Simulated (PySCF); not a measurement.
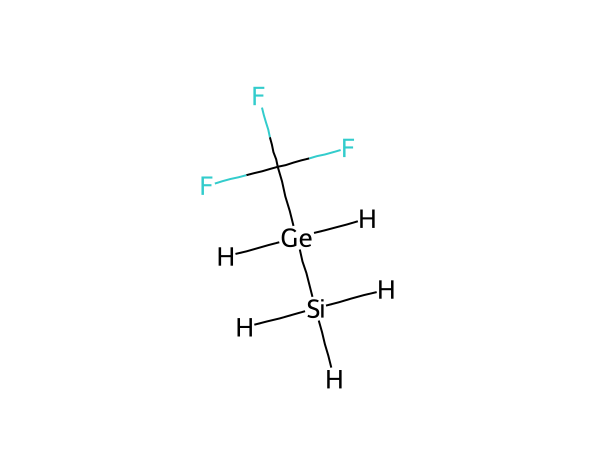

The drawing above gives the connectivity. Computed geometry: PBE0-D3(BJ)/def2-SVP optimisation. No frequency run is at hand to confirm it as a minimum.

What does the molecule look like in three dimensions?

The molecule is CH₅F₃GeSi. Its SMILES string is `F[C](F)(F)[GeH2][SiH3]`. Among its groups: C–F bond, Si–H bond. Coordination: 1 C tetrahedral; 1 Ge tetrahedral; 1 Si tetrahedral.

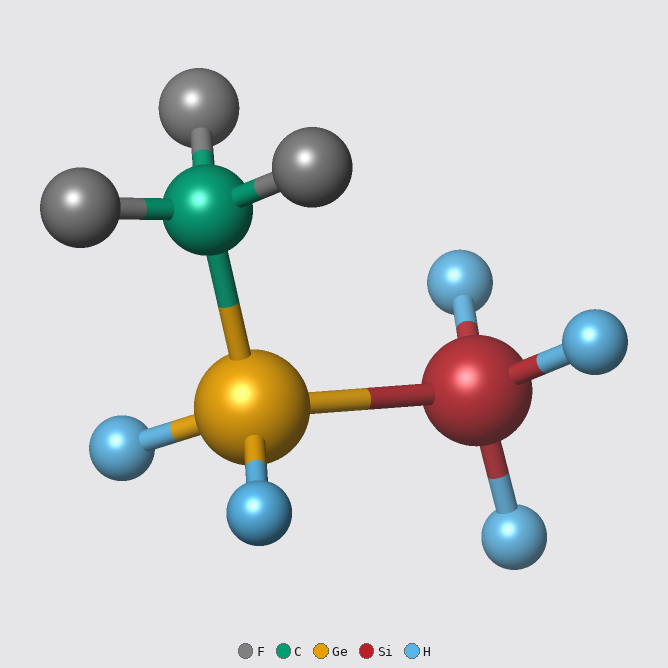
